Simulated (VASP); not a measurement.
Band structure of EuS (rock salt). Level of theory: PW91 GGA, VASP's PBE PAW potentials (set 64) (plane waves; VASP).

The 4f electrons are frozen in the core of the lanthanide potential, so 4f levels, which can set the real gap, and their magnetism are missing.

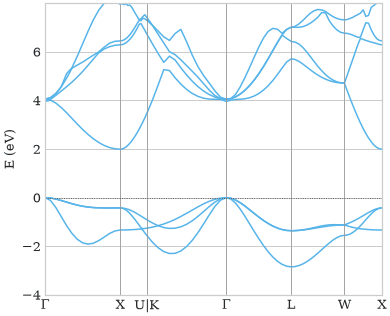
Figure: Bands along high-symmetry lines, zero at the valence-band maximum or, without a gap, the Fermi level

Task: Read the plot: is there a gap, and where are the band edges?

Result: The gap is indirect, 1.99 eV, from the valence maximum at Γ to the conduction minimum at X. (Edges off the drawn lines would not show.)

The compound is EuS in the rock salt structure. It was relaxed first.
